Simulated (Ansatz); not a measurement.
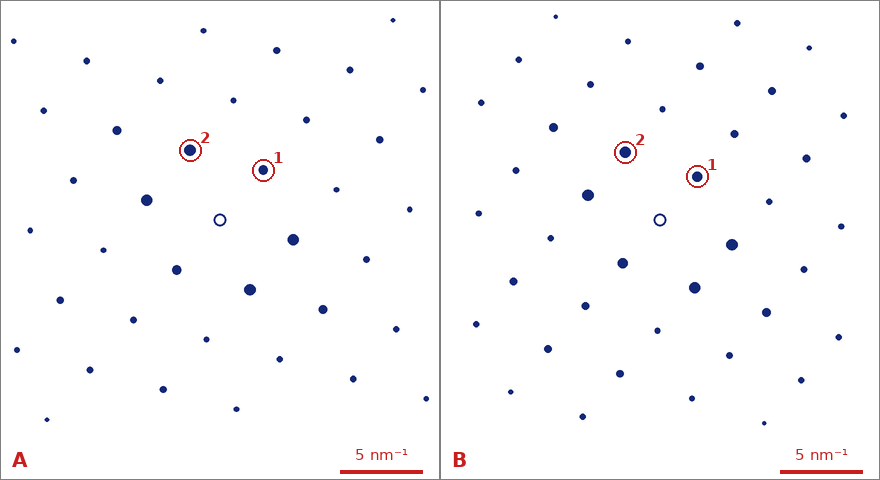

Kinematic electron diffraction patterns (300 kV, B = 0.5 Å², same scale) along [011] of the run's own cell, for the start and the end of one relaxation of GaW with DFT, PAW plane waves, r2scan+U (Ansatz). k mesh 12×12×10. The start is a generated model structure, and the relaxation ends in the nearest stationary point of its symmetry, not necessarily the ground state. Spot 1 is -1 0 0 and spot 2 is -1 -1 1 in both.

Start structure:

```
W Ga
1.0
     1.65257    2.86233    0.00000
    -1.65257    2.86233    0.00000
     0.00000    0.00000    3.22645
W Ga
1 1
Direct
  0.00000 0.00000 0.00000
  0.66670 0.66660 0.50000
```

### Which pattern belongs to the start structure, and which to the relaxed one?

B is the start: its cell gives d(1) = 2.862 Å, d(2) = 2.141 Å and an angle of 68.0°. A is the relaxed structure, with d(1) = 2.466 Å (-13.9 %), d(2) = 2.149 Å (+0.4 %) and 64.2°.

### What did the relaxation do to the structure and the energy?

The volume changed by +0.9 % to 15.40 Å³ an atom; the fractional coordinates hardly changed; the space group stayed P-6m2 (No. 187); the free energy fell by 720 meV an atom. Relaxed cell: a = 2.847 Å, b = 2.847 Å, c = 4.387 Å, α = 90.00°, β = 90.00°, γ = 60.00°.
